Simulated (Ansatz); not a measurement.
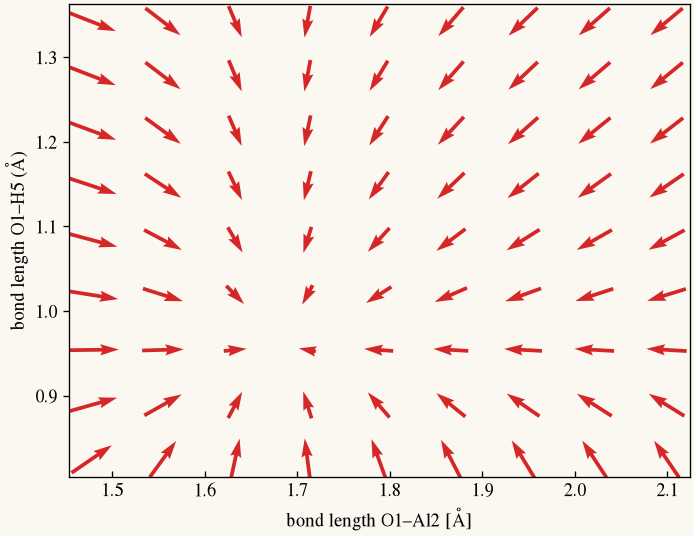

CH2AlOS, SMILES [OH][Al]1[CH][S]1, spin multiplicity 2. First axis: bond length O1–Al2. Second axis: bond length O1–H5. Nothing is relaxed (all other coordinates rigid). The grid has 9 × 9 points. Points are written as (first, second). Computed with UKS wB97X-V/def2-SVP (Ansatz 0.2.0).

Drawn: arrows along the force (downhill), their lengths compressed.

### The arrows alone are given. Where is the energy lowest?

The arrows converge at about (1.679 Å, 0.959 Å) (read from the interpolated surface).

The energy map of the same scan:

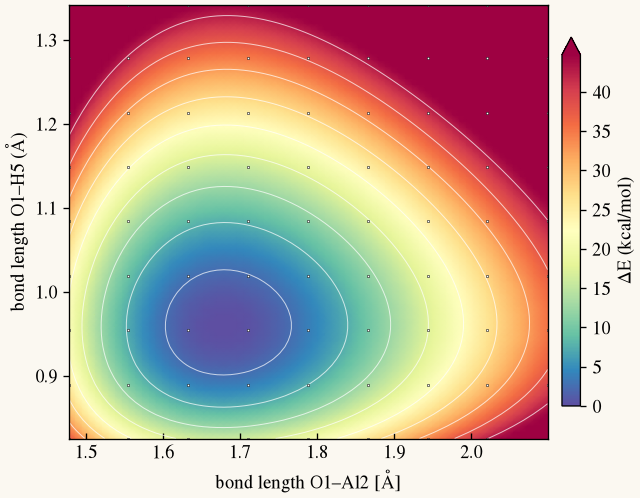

Energies are in kcal/mol, from the relaxed molecule at the same level; between grid points the surface is interpolated.
